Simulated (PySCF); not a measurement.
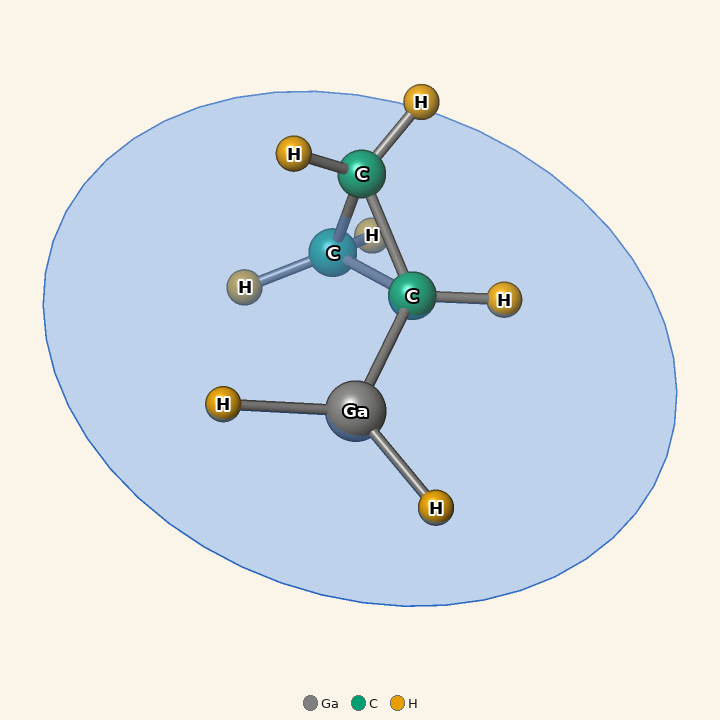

All proper rotation axes (lines) and mirror planes (discs) of the structure are drawn in. Atoms fade into the background with distance from the viewer. The geometry was computed by an optimisation with PBE0-D3(BJ)/def2-SVP. No frequency run is at hand to confirm it as a minimum.

Q: Name the symmetry elements and the point group.

A: It has 1 mirror plane. Point group Cs. The group has 2 operations. The geometry is achiral, and symmetry allows a dipole moment.
